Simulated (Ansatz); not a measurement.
C$_{2}$H$_{9}$BO: several calculations on one system

**1. Relaxation**

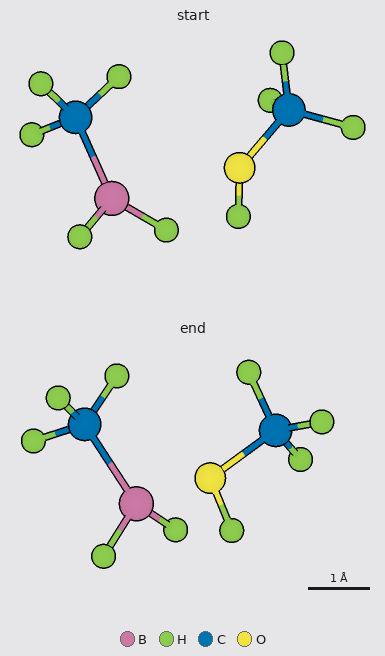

The structure of C₂H₉BO before (top) and after (bottom) a relaxation, at one scale.

The picture is a ball-and-stick view, seen from a free direction.

The run prepares an end point of a later path (reaction) calculation, from a guessed geometry.

Theory: RKS PBE/6-31G* in Ansatz 0.2.0.

The input:
```yaml
crystal:
  periodic: [false, false, false]
  atoms:
    - { symbol: B, position_ang: [0.021346, -0.216081, -0.175747] }
    - { symbol: H, position_ang: [-0.184273, -0.539964, 0.963647] }
    - { symbol: C, position_ang: [1.479575, -0.186066, -0.741108] }
    - { symbol: H, position_ang: [1.698652, -1.236672, -1.037136] }
    - { symbol: H, position_ang: [1.600143, 0.420508, -1.654064] }
    - { symbol: H, position_ang: [2.259036, 0.086181, -0.008667] }
    - { symbol: H, position_ang: [-0.940928, -0.0965, -0.896138] }
    - { symbol: O, position_ang: [-0.431196, 1.999161, 1.105122] }
    - { symbol: C, position_ang: [0.680284, 2.31586, 1.951139] }
    - { symbol: H, position_ang: [1.387175, 1.470461, 2.059469] }
    - { symbol: H, position_ang: [1.210699, 3.155008, 1.475267] }
    - { symbol: H, position_ang: [0.347927, 2.635105, 2.958364] }
    - { symbol: H, position_ang: [-0.814342, 1.148498, 1.449449] }
basis:
  gaussian: { orbitals: "6-31G*" }
hamiltonian:
  xc: pbe
relax:
  f_tol: 0.03
  max_steps: 50
output:
  orbitals: {}
```

Launched with:
```bash
ansatz run input.yaml --threads 1 --pin off --max-ram 2048MiB --backend cpu --events-out ev --progress --plain --runs-dir out
```

What changed between the two?

Answer. Over 10 geometry steps the energy falls by 49.0 kJ/mol. The largest force component goes from 0.71 to 0.027 eV/Å. H11 moves most after the best rigid fit: 1.15 Å. Largest moves by element: H 1.15 Å, O 0.58 Å, B 0.43 Å, C 0.31 Å. Some distances before and after: B1–O8 2.599 → 1.719 Å, B1–C3 1.564 → 1.600 Å, B1–H2 1.202 → 1.226 Å, O8–C9 1.432 → 1.453 Å. Bond angles that change, for instance: C3–B1–H7 121.7° → 116.3°, H2–B1–C3 120.5° → 116.5°, H2–B1–H7 117.1° → 113.6°. The run took 23 s on 1 thread of Intel(R) Xeon(R) Platinum 8488C (Sapphire Rapids), with other jobs on the host, peak memory 0.14 GiB.

**2. Relaxation**

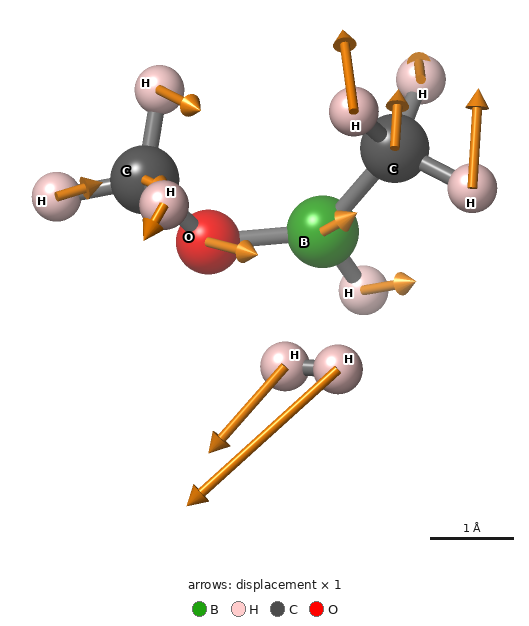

This is a relaxation of C2H9BO. The starting structure is drawn; orange arrows show the displacements, at their true length. The two geometries are superimposed by the best rigid fit.

Style: ball-and-stick. Shown face on.

The run prepares an end point of a later path (reaction) calculation, from a guessed geometry.

All numbers below come from RKS PBE/6-31G* (Ansatz 0.2.0). (no spin polarisation; force threshold 0.03 eV/Å; at most 50 steps)

**Describe the change and its energy.**

The largest move after the best rigid fit is that of an H atom, 2.47 Å. Largest moves by element: H 2.47 Å, O 0.87 Å, C 0.84 Å, B 0.55 Å. Near-neighbour distances that change, for instance: H–H 0.712 → 0.753 Å, B–O 1.388 → 1.365 Å, C–H 1.107 → 1.103 Å. Bond angles that change, for instance: B–O–C 121.1° → 124.8°, O–C–H 111.0° → 108.0°. Groups turn about C–O by about 65°. Over 36 accepted moves (42 points after the start) the energy falls by 23.8 kJ/mol. Largest force component: 1.6 eV/Å at the start, 0.02 eV/Å at the end. The line search rejected the trial steps at points 4, 11, 25, 27, 33, 40 of the run. The forces were under the threshold at step 13, but the run went on from there.

**3. Path**

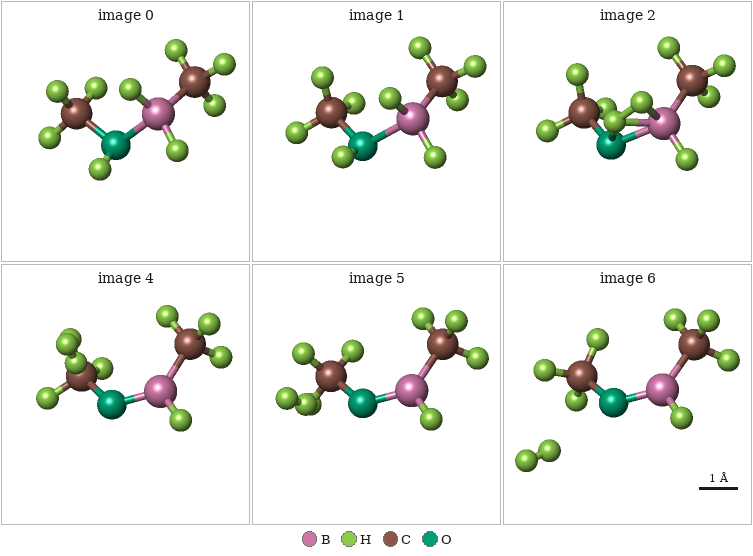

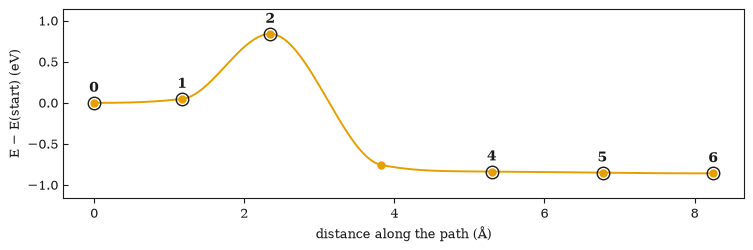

A search for the minimum-energy path of C₂H₉BO by the nudged elastic band. Images are numbered from 0 (start) to 6 (end). Style: ball-and-stick. Shown from a free direction.

These are results of Ansatz, RKS PBE/6-31G*, not measurements. Settings: 5 movable images; climbing image; force threshold 0.05 eV/Å; iteration limit 60; starting path through a guess of the saddle point.

Q: Read off the barrier and say what moves.

A: The energy climbs by 0.84 eV to image 2 and then falls by 1.70 eV, so the end point sits at −0.86 eV. Breaking: B–H (1.23 → 4.31 Å), H–O (0.98 → 2.55 Å). Forming: H–H (2.52 → 0.75 Å). The band converged in 15 iterations, with a climbing image at the top. At the top, the vibrational analysis gives one imaginary mode (1194i cm⁻¹), as a transition state must have.

The run took 2.4 min on 1 thread of Intel(R) Xeon(R) Platinum 8488C (Sapphire Rapids), with other jobs on the host, peak memory 0.13 GiB.
